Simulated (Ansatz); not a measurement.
**ClFGaH3OSi: one species, many methods, part 1 of 2**

Aim: compute ClFGaH3OSi with functionals from several rungs and with coupled cluster. The yardstick is the atomisation energy at the CCSD(T) limit.

The runs use Ansatz 0.2.0, Gaussian basis; functionals in def2-TZVPP, the program's frozen cores in correlated methods.

Levels to be run: LDA (SPW92), PBE-D4, revPBE-D4, BLYP-D4, r2SCAN-D4, B97M-V, PBE0-D4, B3LYP-D4, r2SCANh-D4, r2SCAN0-D4, HSE06-D4, BHLYP-D4, CAM-B3LYP-D4, LC-ωPBE, ωB97X-V, ωB97M-V, B2PLYP, PBE-QIDH; CCSD(T)/def2-SVP; CCSD(T)/def2-TZVPP; MP2/def2-QZVPP; extrapolation to the limit; RPA on PBE.

## Step 1: The geometry

The geometry comes from an earlier relaxation with PBE0-D4 in a triple-zeta def2 set; it is a stationary point, not always the lowest conformer.

8 atoms, charge 0, spin multiplicity 1.

Atoms are counted from 1 here; the program's logs count them from 0.

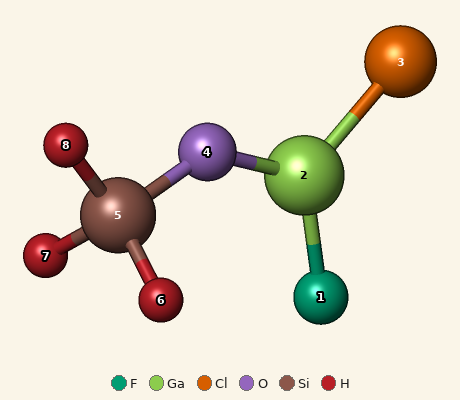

The structure; fluorine teal, gallium green, chlorine orange, oxygen purple, silicon brown, hydrogen red; atoms are numbered from 1 in the order of the file.

## Step 2: LDA

This LDA is Slater exchange with PW92 correlation.

Input file in.yaml:

```yaml
crystal:
  periodic: [false, false, false]
  atoms:
    - {symbol: F, position_ang: [-0.086272, -1.890285, 1.766401]}
    - {symbol: Ga, position_ang: [1.083137, -1.126081, 0.732019]}
    - {symbol: Cl, position_ang: [3.076447, -1.787164, 0.771659]}
    - {symbol: O, position_ang: [0.552717, 0.175942, -0.309301]}
    - {symbol: Si, position_ang: [-0.843913, 0.971247, -0.655337]}
    - {symbol: H, position_ang: [-1.431131, 1.560175, 0.576771]}
    - {symbol: H, position_ang: [-1.832907, 0.044108, -1.265091]}
    - {symbol: H, position_ang: [-0.518078, 2.052067, -1.617132]}
basis:
  gaussian: {orbitals: def2-TZVPP}
hamiltonian: {xc: lda}
output: {orbitals: {seedname: orbitals}}
```

Launch:

```bash
$ ansatz run in.yaml --threads 4 --pin off --events-out ev --progress --plain --max-ram 10444MiB
```

Output:

```text
Functional definition: SPW92
  name "SPW92"
  cite "Dirac, Proc. Camb. Phil. Soc. 26, 376 (1930) doi:10.1017/S0305004100016108"
  cite "Slater, Phys. Rev. 81, 385 (1951) doi:10.1103/PhysRev.81.385"
  cite "Perdew & Wang, Phys. Rev. B 45, 13244 (1992) doi:10.1103/PhysRevB.45.13244"
  exchange = slater_x
  correlation = pw_c
1434 factors; their error is unknown
mean field evaluation 1: about -77400.9108 eV, gradient 8.5e1 eV
mean field evaluation 2: about -77311.5888 eV, gradient 2.2e2 eV
mean field evaluation 4: about -77410.3903 eV, gradient 2.9e1 eV
mean field evaluation 8: about -77411.5643 eV, gradient 2.3e-1 eV
mean field evaluation 16: about -77411.5278 eV, gradient 1.2e-4 eV
mean field -77411.52784387 eV, -2844.8211768439 hartree, gradient 2.4e-5 eV, S^2 0.000000; 0 other end points of the search recorded, 0 dependent functions left out
reference -77411.52788627 eV, -2844.8211784022 hartree; 41, 41 occupied and 195, 195 virtual orbitals, 1434 factors
Total energy: -77411.52788627 eV, -2844.8211784022 hartree
```

Wall time 1.3 s (4 threads of AMD EPYC 7B13, shared host); peak memory 0.34 GiB.

Atomisation energy: 3002.2 kJ/mol (free atoms -77380.413 eV, run apart). HOMO -7.79 eV, LUMO -3.12 eV.

## Step 3: PBE-D4 (GGA)

in.yaml: that of step 2 with these lines changed.

```diff
@@ -13,3 +13,3 @@
   gaussian: {orbitals: def2-TZVPP}
-hamiltonian: {xc: lda}
-output: {orbitals: {seedname: orbitals}}
+hamiltonian: {xc: pbe, dispersion: d4}
+output: {forces: true, orbitals: {seedname: orbitals}}
```

The command is unchanged.

Output, cut to the lines that bear on the results:

```text
Functional definition: PBE
  name "PBE"
  cite "Perdew, Burke & Ernzerhof, Phys. Rev. Lett. 77, 3865 (1996) doi:10.1103/PhysRevLett.77.3865"
  parent pbe
[...]
1434 factors; their error is unknown
[...]
mean field -77576.20684838 eV, -2850.8730186362 hartree, gradient 2.6e-5 eV, S^2 0.000000; 0 other end points of the search recorded, 0 dependent functions left out
[...]
reference -77576.20689364 eV, -2850.8730202996 hartree; 41, 41 occupied and 195, 195 virtual orbitals, 1434 factors
Total energy: -77576.40420208 eV, -2850.8802712510 hartree
Atom 0 at    -0.086272    -1.890285     1.766401 Å, force    -0.411126    -0.270233     0.363527 eV/Å
Atom 1 at     1.083137    -1.126081     0.732019 Å, force     0.254340    -0.033315    -0.040197 eV/Å
Atom 2 at     3.076447    -1.787164     0.771659 Å, force     0.294838    -0.090666    -0.000772 eV/Å
Atom 3 at     0.552717     0.175942    -0.309301 Å, force     0.340758     0.153461    -0.232289 eV/Å
Atom 4 at    -0.843913     0.971247    -0.655337 Å, force    -0.329833     0.137919    -0.039184 eV/Å
Atom 5 at    -1.431131     1.560175     0.576771 Å, force    -0.075014     0.075080     0.126034 eV/Å
Atom 6 at    -1.832907     0.044108    -1.265091 Å, force    -0.119061    -0.090335    -0.071397 eV/Å
Atom 7 at    -0.518078     2.052067    -1.617132 Å, force     0.045097     0.118088    -0.105723 eV/Å
Dipole moment:     0.025143     0.125039    -0.122443 e Å
```

Run time: 2.3 s. Hardware: 4 threads of AMD EPYC 7B13, shared host; peak memory 0.34 GiB.

With the free atoms at this level, -77549.025 eV in sum, the atomisation energy is 2641.7 kJ/mol. HOMO -7.69 eV, LUMO -2.79 eV.

## Step 4: revPBE-D4 (GGA)

in.yaml: that of step 3 with these lines changed.

```diff
@@ -13,3 +13,3 @@
   gaussian: {orbitals: def2-TZVPP}
-hamiltonian: {xc: pbe, dispersion: d4}
-output: {forces: true, orbitals: {seedname: orbitals}}
+hamiltonian: {xc: {name: revPBE}, dispersion: d4}
+output: {orbitals: {seedname: orbitals}}
```

Launched as before.

Output:

```text
Functional definition: revPBE
  name "revPBE"
  cite "Zhang & Yang, Phys. Rev. Lett. 80, 890 (1998) doi:10.1103/PhysRevLett.80.890"
  cite "Perdew, Burke & Ernzerhof, Phys. Rev. Lett. 77, 3865 (1996) doi:10.1103/PhysRevLett.77.3865"
  parameter kappa = 1.245
  parameter beta = 0.06672455060314922
  exchange = pbe_x(kappa = kappa, mu = beta*pi^2/3)
  correlation = pbe_c(beta = beta)
1434 factors; their error is unknown
mean field evaluation 1: about -77578.0394 eV, gradient 8.4e1 eV
mean field evaluation 2: about -77496.5114 eV, gradient 2.1e2 eV
mean field evaluation 4: about -77587.5582 eV, gradient 2.7e1 eV
mean field evaluation 8: about -77588.6771 eV, gradient 1.9e-1 eV
mean field evaluation 16: about -77588.6408 eV, gradient 1.1e-4 eV
mean field -77588.64081118 eV, -2851.3299583412 hartree, gradient 5.0e-5 eV, S^2 0.000000; 0 other end points of the search recorded, 0 dependent functions left out
reference -77588.64086758 eV, -2851.3299604138 hartree; 41, 41 occupied and 195, 195 virtual orbitals, 1434 factors
Total energy: -77589.14330213 eV, -2851.3484245432 hartree
```

It took 2 s on 4 threads of AMD EPYC 7B13, shared host; peak memory 0.34 GiB.

Atomisation energy: 2567.3 kJ/mol (free atoms -77562.535 eV, run apart). HOMO -7.64 eV, LUMO -2.63 eV.

## Step 5: BLYP-D4 (GGA)

in.yaml: that of step 4 with these lines changed.

```diff
@@ -13,3 +13,3 @@
   gaussian: {orbitals: def2-TZVPP}
-hamiltonian: {xc: {name: revPBE}, dispersion: d4}
+hamiltonian: {xc: {name: BLYP}, dispersion: d4}
 output: {orbitals: {seedname: orbitals}}
```

The command is unchanged.

Output:

```text
Functional definition: BLYP
  name "BLYP"
  cite "Becke, Phys. Rev. A 38, 3098 (1988) doi:10.1103/PhysRevA.38.3098"
  cite "Lee, Yang & Parr, Phys. Rev. B 37, 785 (1988) doi:10.1103/PhysRevB.37.785"
  parameter beta = 0.0042
  parameter a = 0.04918
  parameter b = 0.132
  parameter c = 0.2533
  parameter d = 0.349
  exchange = b88_x(beta = beta)
  correlation = lyp_c(a = a, b = b, c = c, d = d)
1434 factors; their error is unknown
mean field evaluation 1: about -77587.3548 eV, gradient 9.0e1 eV
mean field evaluation 2: about -77487.9091 eV, gradient 2.2e2 eV
mean field evaluation 4: about -77597.9875 eV, gradient 3.2e1 eV
mean field evaluation 8: about -77599.5040 eV, gradient 2.6e-1 eV
mean field evaluation 16: about -77599.4671 eV, gradient 1.2e-4 eV
mean field -77599.46713859 eV, -2851.7278185352 hartree, gradient 7.8e-5 eV, S^2 0.000000; 0 other end points of the search recorded, 0 dependent functions left out
reference -77599.46752116 eV, -2851.7278325943 hartree; 41, 41 occupied and 195, 195 virtual orbitals, 1434 factors
Total energy: -77599.88598754 eV, -2851.7432109501 hartree
```

It took 1.8 s on 4 threads of AMD EPYC 7B13, shared host; peak memory 0.34 GiB.

With the free atoms at this level, -77572.954 eV in sum, the atomisation energy is 2598.6 kJ/mol. HOMO -7.60 eV, LUMO -2.76 eV.

## Step 6: r2SCAN-D4 (meta-GGA)

in.yaml: that of step 5 with these lines changed.

```diff
@@ -13,3 +13,3 @@
   gaussian: {orbitals: def2-TZVPP}
-hamiltonian: {xc: {name: BLYP}, dispersion: d4}
-output: {orbitals: {seedname: orbitals}}
+hamiltonian: {xc: r2scan, dispersion: d4}
+output: {forces: true, orbitals: {seedname: orbitals}}
```

The command is unchanged.

Output, cut to the lines that bear on the results:

```text
Functional definition: r2SCAN
  name "r2SCAN"
  cite "Furness, Kaplan, Ning, Perdew & Sun, J. Phys. Chem. Lett. 11, 8208 (2020) doi:10.1021/acs.jpclett.0c02405"
  cite "Furness, Kaplan, Ning, Perdew & Sun, J. Phys. Chem. Lett. 11, 9248 (2020) doi:10.1021/acs.jpclett.0c03077"
  parent r2scan
[...]
1434 factors; their error is unknown
[...]
mean field -77594.46761733 eV, -2851.5440895176 hartree, gradient 4.7e-5 eV, S^2 0.000000; 0 other end points of the search recorded, 0 dependent functions left out
[...]
reference -77594.46763065 eV, -2851.5440900070 hartree; 41, 41 occupied and 195, 195 virtual orbitals, 1434 factors
Total energy: -77594.51478326 eV, -2851.5458228335 hartree
Atom 0 at    -0.086272    -1.890285     1.766401 Å, force    -0.010477     0.000387     0.000877 eV/Å
Atom 1 at     1.083137    -1.126081     0.732019 Å, force     0.034264    -0.027183     0.018453 eV/Å
Atom 2 at     3.076447    -1.787164     0.771659 Å, force    -0.024873     0.009783    -0.002138 eV/Å
Atom 3 at     0.552717     0.175942    -0.309301 Å, force     0.067191    -0.004256    -0.015156 eV/Å
Atom 4 at    -0.843913     0.971247    -0.655337 Å, force    -0.074249     0.025080    -0.006236 eV/Å
Atom 5 at    -1.431131     1.560175     0.576771 Å, force     0.006178    -0.006533    -0.029072 eV/Å
Atom 6 at    -1.832907     0.044108    -1.265091 Å, force     0.013166     0.024660     0.010885 eV/Å
Atom 7 at    -0.518078     2.052067    -1.617132 Å, force    -0.011199    -0.021938     0.022388 eV/Å
Dipole moment:     0.020206     0.129489    -0.125168 e Å
```

Wall time 3.8 s (4 threads of AMD EPYC 7B13, shared host); peak memory 0.37 GiB.

Atomisation energy: 2656.9 kJ/mol (free atoms -77566.978 eV, run apart). HOMO -8.05 eV, LUMO -2.48 eV.

## Step 7: B97M-V (meta-GGA)

in.yaml: that of step 6 with these lines changed.

```diff
@@ -13,3 +13,3 @@
   gaussian: {orbitals: def2-TZVPP}
-hamiltonian: {xc: r2scan, dispersion: d4}
-output: {forces: true, orbitals: {seedname: orbitals}}
+hamiltonian: {xc: {name: B97M-V}}
+output: {orbitals: {seedname: orbitals}}
```

Same command.

Output, cut to the lines that bear on the results:

```text
Functional definition: B97M-V
  name "B97M-V"
  cite "Mardirossian & Head-Gordon, J. Chem. Phys. 142, 074111 (2015) doi:10.1063/1.4907719"
  cite "Becke, J. Chem. Phys. 107, 8554 (1997) doi:10.1063/1.475007"
  cite "Vydrov & Van Voorhis, J. Chem. Phys. 133, 244103 (2010) doi:10.1063/1.3521275"
  # Of w^i u^j: cxij and so on, Table III.
[...]
  gx(w, u) = cx00 + cx01*u + cx02*u^2 + (cx10 + cx11*u)*w
  gss(w, u) = css00 + css02*u^2 + css10*w + (css32*w^3 + css42*w^4)*u^2
  gos(w, u) = cos00 + cos01*u + cos03*u^3 + cos10*w + cos32*w^3*u^2
[...]
      + integral(e_c_pw_mod_opposite_spin*gos(b97_w_opposite, b97_u_opposite)) + vv10(b, c)
1434 factors; their error is unknown
[...]
mean field -77581.41027457 eV, -2851.0642410217 hartree, gradient 2.0e-5 eV, S^2 0.000000; 0 other end points of the search recorded, 0 dependent functions left out
reference -77581.41034130 eV, -2851.0642434741 hartree; 41, 41 occupied and 195, 195 virtual orbitals, 1434 factors
Total energy: -77581.41034130 eV, -2851.0642434741 hartree
```

Wall time 6 s (4 threads of AMD EPYC 7B13, shared host); peak memory 0.43 GiB.

With the free atoms at this level, -77553.909 eV in sum, the atomisation energy is 2653.4 kJ/mol. HOMO -8.13 eV, LUMO -2.67 eV.

## Step 8: PBE0-D4 (hybrid)

in.yaml: that of step 7 with these lines changed.

```diff
@@ -13,3 +13,3 @@
   gaussian: {orbitals: def2-TZVPP}
-hamiltonian: {xc: {name: B97M-V}}
+hamiltonian: {xc: pbe0, dispersion: d4}
 output: {orbitals: {seedname: orbitals}}
```

Same command.

Output:

```text
Functional definition: PBE0
  name "PBE0"
  cite "Adamo & Barone, J. Chem. Phys. 110, 6158 (1999) doi:10.1063/1.478522"
  cite "Perdew, Burke & Ernzerhof, Phys. Rev. Lett. 77, 3865 (1996) doi:10.1103/PhysRevLett.77.3865"
  parent pbe
  parameter a = 0.25
  parameter kappa = 0.804
  parameter beta = 0.06672455060314922
  exchange = (1 - a)*pbe_x(kappa = kappa, mu = beta*pi^2/3) + a*exact_x
  correlation = pbe_c(beta = beta)
1513 factors; their error is unknown
mean field evaluation 1: about -77571.4389 eV, gradient 7.0e1 eV
mean field evaluation 2: about -77549.1238 eV, gradient 1.3e2 eV
mean field evaluation 4: about -77578.7377 eV, gradient 9.6e0 eV
mean field evaluation 8: about -77578.8719 eV, gradient 1.9e-1 eV
mean field evaluation 16: about -77579.1210 eV, gradient 8.6e-5 eV
mean field -77579.12095557 eV, -2850.9801101002 hartree, gradient 8.6e-5 eV, S^2 0.000000; 0 other end points of the search recorded, 0 dependent functions left out
reference -77579.12098929 eV, -2850.9801113394 hartree; 41, 41 occupied and 195, 195 virtual orbitals, 1513 factors
Total energy: -77579.29032844 eV, -2850.9863344386 hartree
```

Wall time 3.2 s (4 threads of AMD EPYC 7B13, shared host); peak memory 0.81 GiB.

Atomisation energy: 2597.7 kJ/mol (free atoms -77552.367 eV, run apart). HOMO -9.12 eV, LUMO -1.81 eV.

## Step 9: B3LYP-D4 (hybrid)

B3LYP here takes the VWN-RPA correlation.

in.yaml: that of step 8 with these lines changed.

```diff
@@ -13,3 +13,3 @@
   gaussian: {orbitals: def2-TZVPP}
-hamiltonian: {xc: pbe0, dispersion: d4}
-output: {orbitals: {seedname: orbitals}}
+hamiltonian: {xc: {name: B3LYP}, dispersion: d4}
+output: {forces: true, orbitals: {seedname: orbitals}}
```

Same command.

Output, cut to the lines that bear on the results:

```text
Functional definition: B3LYP
  name "B3LYP"
  cite "Stephens, Devlin, Chabalowski & Frisch, J. Phys. Chem. 98, 11623 (1994) doi:10.1021/j100096a001"
  cite "Becke, Phys. Rev. A 38, 3098 (1988) doi:10.1103/PhysRevA.38.3098"
  cite "Lee, Yang & Parr, Phys. Rev. B 37, 785 (1988) doi:10.1103/PhysRevB.37.785"
  cite "Vosko, Wilk & Nusair, Can. J. Phys. 58, 1200 (1980) doi:10.1139/p80-159"
[...]
1491 factors; their error is unknown
[...]
mean field -77600.71022369 eV, -2851.7735010702 hartree, gradient 3.9e-5 eV, S^2 0.000000; 0 other end points of the search recorded, 0 dependent functions left out
[...]
reference -77600.71050907 eV, -2851.7735115575 hartree; 41, 41 occupied and 195, 195 virtual orbitals, 1491 factors
Total energy: -77601.03165827 eV, -2851.7853135731 hartree
Atom 0 at    -0.086272    -1.890285     1.766401 Å, force    -0.210082    -0.126845     0.174032 eV/Å
Atom 1 at     1.083137    -1.126081     0.732019 Å, force     0.066574     0.018614    -0.032572 eV/Å
Atom 2 at     3.076447    -1.787164     0.771659 Å, force     0.254958    -0.085070     0.005242 eV/Å
Atom 3 at     0.552717     0.175942    -0.309301 Å, force     0.007949     0.102470    -0.095793 eV/Å
Atom 4 at    -0.843913     0.971247    -0.655337 Å, force    -0.191195     0.133872    -0.072764 eV/Å
Atom 5 at    -1.431131     1.560175     0.576771 Å, force     0.036605    -0.036682    -0.078804 eV/Å
Atom 6 at    -1.832907     0.044108    -1.265091 Å, force     0.059632     0.058612     0.039928 eV/Å
Atom 7 at    -0.518078     2.052067    -1.617132 Å, force    -0.024443    -0.064969     0.060732 eV/Å
Dipole moment:     0.025432     0.132474    -0.129476 e Å
```

Wall time 5.5 s (4 threads of AMD EPYC 7B13, shared host); peak memory 0.8 GiB.

With the free atoms at this level, -77574.032 eV in sum, the atomisation energy is 2605.1 kJ/mol. HOMO -8.91 eV, LUMO -2.16 eV.

## Step 10: r2SCANh-D4 (hybrid)

in.yaml: that of step 9 with these lines changed.

```diff
@@ -13,3 +13,3 @@
   gaussian: {orbitals: def2-TZVPP}
-hamiltonian: {xc: {name: B3LYP}, dispersion: d4}
-output: {forces: true, orbitals: {seedname: orbitals}}
+hamiltonian: {xc: {name: r2SCANh}, dispersion: d4}
+output: {orbitals: {seedname: orbitals}}
```

Same command.

Output, cut to the lines that bear on the results:

```text
Functional definition: r2SCANh
  name "r2SCANh"
  cite "Bursch, Neugebauer, Ehlert & Grimme, J. Chem. Phys. 156, 134105 (2022) doi:10.1063/5.0086040"
  cite "Furness, Kaplan, Ning, Perdew & Sun, J. Phys. Chem. Lett. 11, 8208 (2020) doi:10.1021/acs.jpclett.0c02405"
  cite "Furness, Kaplan, Ning, Perdew & Sun, J. Phys. Chem. Lett. 11, 9248 (2020) doi:10.1021/acs.jpclett.0c03077"
  parent r2scan
[...]
1457 factors; their error is unknown
[...]
mean field -77593.81513253 eV, -2851.5201111435 hartree, gradient 4.0e-5 eV, S^2 0.000000; 0 other end points of the search recorded, 0 dependent functions left out
reference -77593.81514474 eV, -2851.5201115922 hartree; 41, 41 occupied and 195, 195 virtual orbitals, 1457 factors
Total energy: -77593.86668514 eV, -2851.5220056670 hartree
```

It took 4.9 s on 4 threads of AMD EPYC 7B13, shared host; peak memory 0.82 GiB.

Atomisation energy: 2633.2 kJ/mol (free atoms -77566.576 eV, run apart). HOMO -8.58 eV, LUMO -2.14 eV.

## Step 11: r2SCAN0-D4 (hybrid)

in.yaml: that of step 10 with these lines changed.

```diff
@@ -13,3 +13,3 @@
   gaussian: {orbitals: def2-TZVPP}
-hamiltonian: {xc: {name: r2SCANh}, dispersion: d4}
+hamiltonian: {xc: {name: r2SCAN0}, dispersion: d4}
 output: {orbitals: {seedname: orbitals}}
```

Same command.

Output, cut to the lines that bear on the results:

```text
Functional definition: r2SCAN0
  name "r2SCAN0"
  cite "Bursch, Neugebauer, Ehlert & Grimme, J. Chem. Phys. 156, 134105 (2022) doi:10.1063/5.0086040"
  cite "Furness, Kaplan, Ning, Perdew & Sun, J. Phys. Chem. Lett. 11, 8208 (2020) doi:10.1021/acs.jpclett.0c02405"
  cite "Furness, Kaplan, Ning, Perdew & Sun, J. Phys. Chem. Lett. 11, 9248 (2020) doi:10.1021/acs.jpclett.0c03077"
  parent r2scan
[...]
1513 factors; their error is unknown
[...]
mean field -77592.89030391 eV, -2851.4861243186 hartree, gradient 5.9e-5 eV, S^2 0.000000; 0 other end points of the search recorded, 0 dependent functions left out
reference -77592.89031447 eV, -2851.4861247068 hartree; 41, 41 occupied and 195, 195 virtual orbitals, 1513 factors
Total energy: -77592.94781717 eV, -2851.4882378919 hartree
```

Wall time 5.5 s (4 threads of AMD EPYC 7B13, shared host); peak memory 0.83 GiB.

With the free atoms at this level, -77566.002 eV in sum, the atomisation energy is 2599.9 kJ/mol. HOMO -9.36 eV, LUMO -1.63 eV.

## Step 12: HSE06-D4 (hybrid)

HSE06 is the plane-wave form, built on full-range PBE exchange.

in.yaml: that of step 11 with these lines changed.

```diff
@@ -13,3 +13,3 @@
   gaussian: {orbitals: def2-TZVPP}
-hamiltonian: {xc: {name: r2SCAN0}, dispersion: d4}
+hamiltonian: {xc: hse06, dispersion: d4}
 output: {orbitals: {seedname: orbitals}}
```

Same command.

Output, cut to the lines that bear on the results:

```text
Functional definition: HSE06
  name "HSE06"
  cite "Heyd, Scuseria & Ernzerhof, J. Chem. Phys. 118, 8207 (2003) doi:10.1063/1.1564060"
  cite "Krukau, Vydrov, Izmaylov & Scuseria, J. Chem. Phys. 125, 224106 (2006) doi:10.1063/1.2404663"
  cite "Heyd & Scuseria, J. Chem. Phys. 120, 7274 (2004) doi:10.1063/1.1668634"
  cite "Ernzerhof & Perdew, J. Chem. Phys. 109, 3313 (1998) doi:10.1063/1.476928"
  cite "Perdew, Burke & Ernzerhof, Phys. Rev. Lett. 77, 3865 (1996) doi:10.1103/PhysRevLett.77.3865"
  parent pbe
[...]
  # The whole range is PBE's own exchange, as in plane waves. The composition of these papers is wPBEh.
[...]
1513 factors; their error is unknown
101 factors; integrals over basis functions are off by at most 7.4e-7 eV
[...]
mean field -77578.52366050 eV, -2850.9581599113 hartree, gradient 1.7e-5 eV, S^2 0.000000; 0 other end points of the search recorded, 0 dependent functions left out
reference -77578.52370544 eV, -2850.9581615627 hartree; 41, 41 occupied and 195, 195 virtual orbitals, 1513 factors
Total energy: -77578.68420264 eV, -2850.9640597261 hartree
```

Run time: 3.5 s. Hardware: 4 threads of AMD EPYC 7B13, shared host; peak memory 0.85 GiB.

With the free atoms at this level, -77551.740 eV in sum, the atomisation energy is 2599.7 kJ/mol. HOMO -8.71 eV, LUMO -2.18 eV.

## Step 13: BHLYP-D4 (hybrid)

in.yaml: that of step 12 with these lines changed.

```diff
@@ -13,3 +13,3 @@
   gaussian: {orbitals: def2-TZVPP}
-hamiltonian: {xc: hse06, dispersion: d4}
+hamiltonian: {xc: {name: BHLYP}, dispersion: d4}
 output: {orbitals: {seedname: orbitals}}
```

Same command.

Output:

```text
Functional definition: BHLYP
  name "BHLYP"
  cite "Becke, J. Chem. Phys. 98, 1372 (1993) doi:10.1063/1.464304"
  cite "Becke, Phys. Rev. A 38, 3098 (1988) doi:10.1103/PhysRevA.38.3098"
  cite "Lee, Yang & Parr, Phys. Rev. B 37, 785 (1988) doi:10.1103/PhysRevB.37.785"
  parameter a = 0.5
  exchange = (1 - a)*b88_x + a*exact_x
  correlation = lyp_c
1636 factors; their error is unknown
mean field evaluation 1: about -77589.2098 eV, gradient 6.3e1 eV
mean field evaluation 2: about -77583.0312 eV, gradient 8.9e1 eV
mean field evaluation 4: about -77595.2864 eV, gradient 3.8e0 eV
mean field evaluation 8: about -77595.3074 eV, gradient 3.1e-2 eV
mean field evaluation 16: about -77595.8439 eV, gradient 6.4e-5 eV
mean field -77595.84394310 eV, -2851.5946685569 hartree, gradient 6.4e-5 eV, S^2 0.000000; 0 other end points of the search recorded, 0 dependent functions left out
reference -77595.84413579 eV, -2851.5946756380 hartree; 41, 41 occupied and 195, 195 virtual orbitals, 1636 factors
Total energy: -77596.12601669 eV, -2851.6050345700 hartree
```

Wall time 3.3 s (4 threads of AMD EPYC 7B13, shared host); peak memory 0.84 GiB.

With the free atoms at this level, -77569.772 eV in sum, the atomisation energy is 2542.8 kJ/mol. HOMO -10.50 eV, LUMO -0.92 eV.

(Continued in part 2 of 2.)
